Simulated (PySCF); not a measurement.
```xyz
20

C    -2.7067   -1.2036    0.0854
C    -1.4093   -0.5819    0.5902
C    -0.9309    0.5565   -0.3058
Si    0.7221    1.2901    0.2656
N     1.3081    2.2852   -1.0140
O     1.8301    0.1248    0.4976
Si    2.6700   -1.1986    0.1067
H    -2.5706   -1.6102   -0.9148
H    -3.0303   -2.0086    0.7419
H    -3.4968   -0.4560    0.0443
H    -1.5598   -0.2063    1.6048
H    -0.6331   -1.3489    0.6382
H    -1.6988    1.3314   -0.3322
H    -0.8340    0.1834   -1.3274
H     0.6435    1.8938    1.6009
H     2.2639    2.5989   -0.9667
H     0.7217    3.0211   -1.3700
H     1.9041   -2.0213   -0.8305
H     2.8758   -1.8854    1.3811
H     3.9257   -0.7538   -0.4981
```

Geometry: GFN2-xTB.

Computed with PySCF 2.14.0, PBE0/pcSseg-1, SCF density, gas phase, non-relativistic.

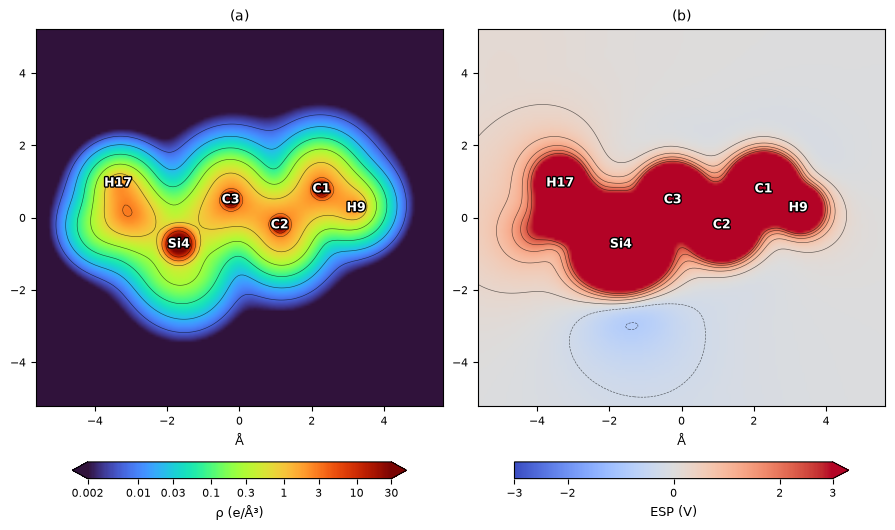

C₃H₁₃NOSi₂. (a) total electron density; (b) molecular electrostatic potential on the plane of atoms C2, C1 and H9.

Q: Describe what can be read from this map.

A: The plane passes through C, Si and H nuclei. C–C (1.52 Å): ρ is about 1.6 e/Å³ halfway. C–Si (1.90 Å): ρ at the midpoint is about 0.95 e/Å³. C–H (1.09 Å): the density is about 2 e/Å³ at the midpoint. Outside the dense part of the molecule the potential is most negative (−0.8 V) near O6, which lies off the plane.
